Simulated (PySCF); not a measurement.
# BiI$_{3}$ (charge +2): what the fields show

The calculation's input:

```
mol = gto.M(atom='''
Bi     0.00000     0.00000     1.15175
I      2.35733    -0.00000    -0.51767
I     -1.17866     2.04150    -0.51767
I     -1.17866    -2.04150    -0.51767''',
    basis={'Bi': 'def2-SVP', 'I': 'def2-SVP'},
    ecp={'Bi': 'def2-SVP', 'I': 'def2-SVP'},
    charge=2, spin=0)
mf = dft.RKS(mol, xc='R2SCAN')
mf.grids.atom_grid = (75, 302)  # f atoms: at least (60, 302), unpruned
mf = mf.density_fit()  # Bi def2-universal-JKFIT, I def2-universal-JKFIT
mf.conv_tol = 1e-09; mf.max_cycle = 55
mf.kernel(dm0)
```

Run with:

```sh
OMP_NUM_THREADS=2 python run.py
```

Core potentials replace the inner electrons of Bi and I.

All numbers below come from RKS r2SCAN, Bi def2-SVP with ECP60, I def2-SVP with ECP28; non-relativistic Hamiltonian with scalar-relativistic core potentials where named; density fitting in PySCF 2.14.0.

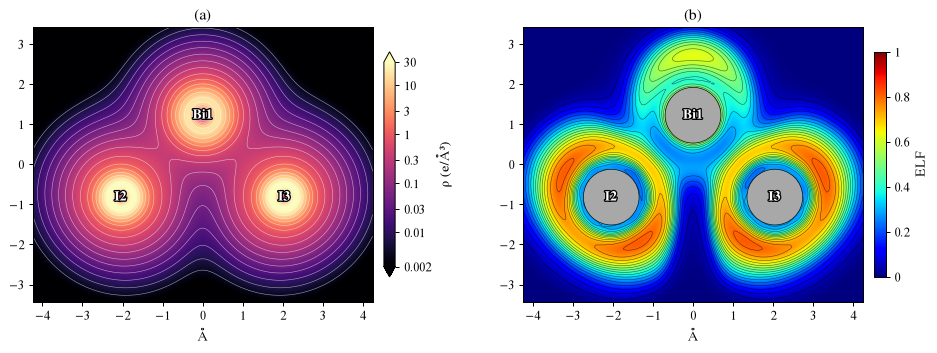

Figure 1. (a) electron density; (b) ELF on the plane of atoms I2, Bi1 and I3. Grey discs cover the atomic cores in the ELF map.

What does the map show?

Atoms in the plane: Bi and I.
Bi–I (2.89 Å): ρ at the midpoint is about 0.37 e/Å³; the ELF peaks at about 0.70 in the valence shell of I, 1.2 Å from its nucleus, and is about 0.55 at the midpoint.
The ELF also peaks beside I2 and I3, away from the bonds: lone-pair regions.

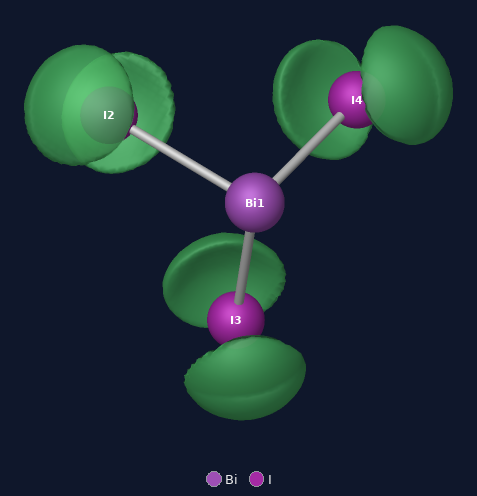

Figure 2. Isosurface of the ELF at 0.8 (green), seen at a tilt. Core shells and regions of very low density are left out.

Describe the localisation domains.

The ELF exceeds this value in six lobes on I, pointing away from the bonds (lone pairs, which may merge into one lobe).

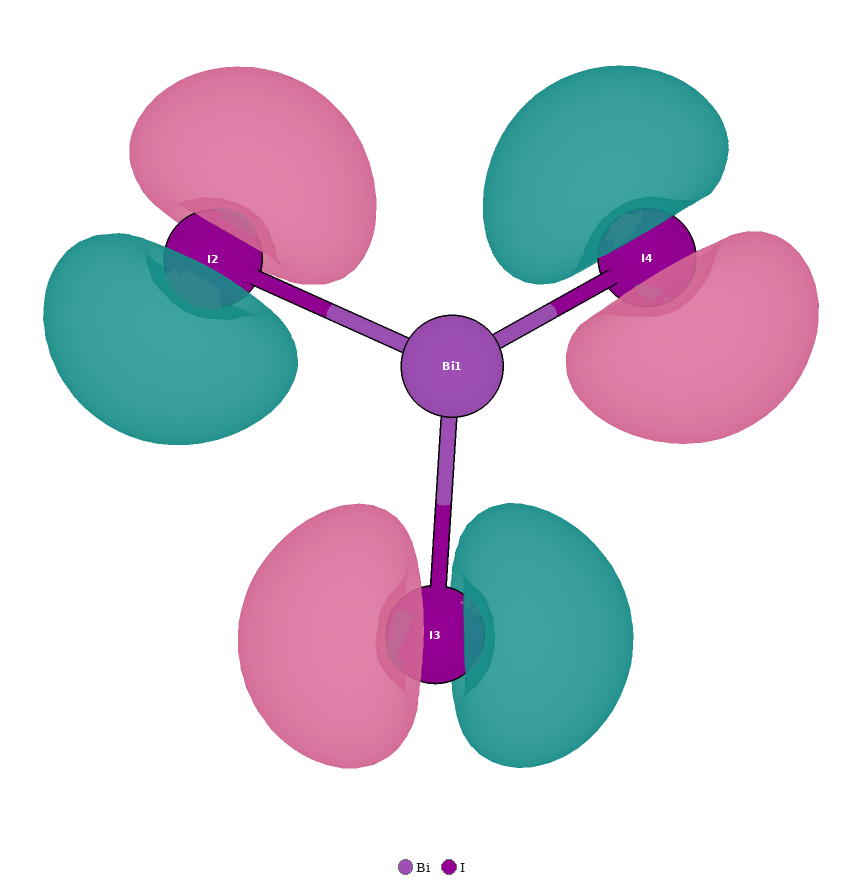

Figure 3. The LUMO at ±0.08 Å⁻³ᐟ² (teal and pink are the two phases), seen across its widest extent.

Where does this orbital lie, and at what energy?

By Hirshfeld shares it lies mainly on I2 (about 35 %), I3 (about 35 %) and I4 (about 35 %). Its energy is −16.47 eV.

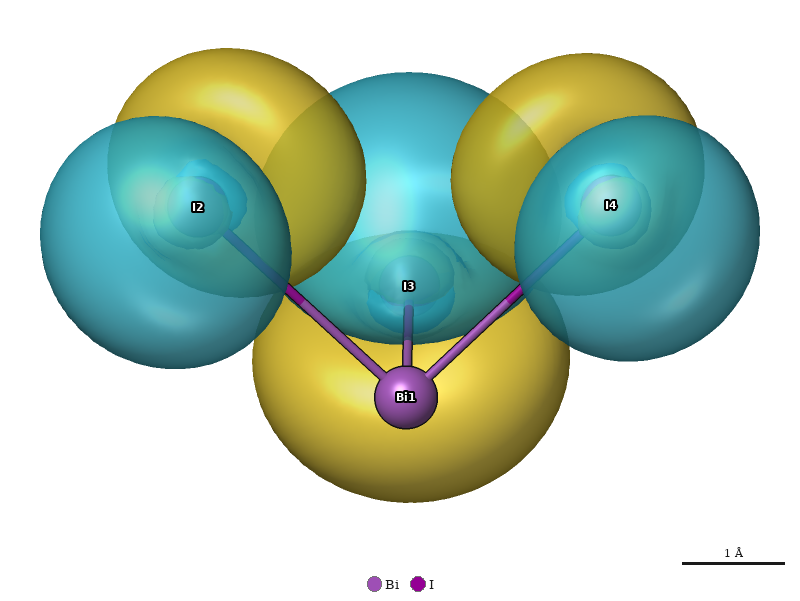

Figure 4. The HOMO at ±0.06 Å⁻³ᐟ² (yellow and cyan are the two phases), seen from one side.

Where does this orbital lie, and at what energy?

It lies mainly on I3 (about 60 %), I2 (about 20 %) and I4 (about 20 %). It is one of a degenerate set, so its orientation is arbitrary. Its energy is −16.12 eV.
